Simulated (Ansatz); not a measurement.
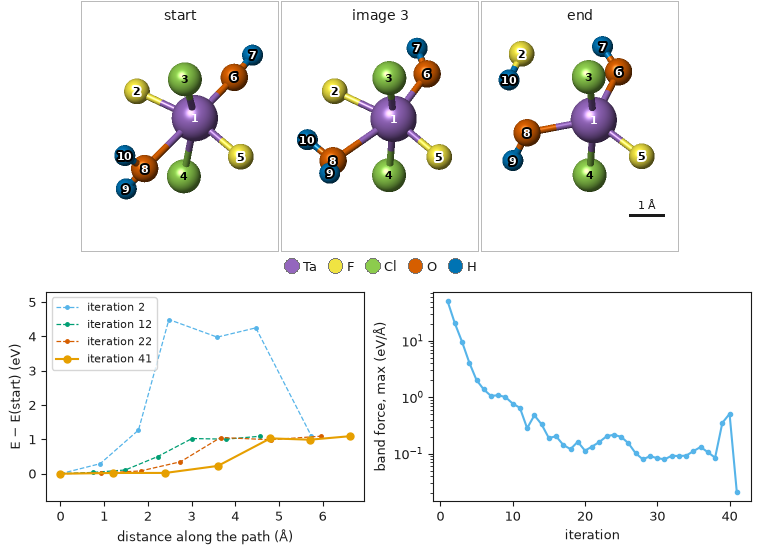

A search for the minimum-energy path of TaH3O2Cl2F2 by the nudged elastic band. Images are numbered from 0 (start) to 6 (end). The plot follows the band through its iterations. A ball-and-stick model, seen from a free direction.

Level of theory: Ansatz 0.2.0, RKS B3LYP/def2-SVP. Run with 5 movable images; climbing image; force threshold 0.05 eV/Å; iteration limit 60; starting path through a guess of the saddle point.

### Did the band converge, and can the barrier be trusted?

The result isn't final. The band hadn't converged when the run stopped after 41 iterations. The largest component of the band force went from 50 to 0.021 eV/Å. The first iteration put the highest image at 10.06 eV. Relative to the start the highest point is image 6 at +1.09 eV and the end lies at +1.09 eV, but the profile dips to +0.99 eV at image 5 on the way, so there may be an intermediate minimum, or an end is no minimum.
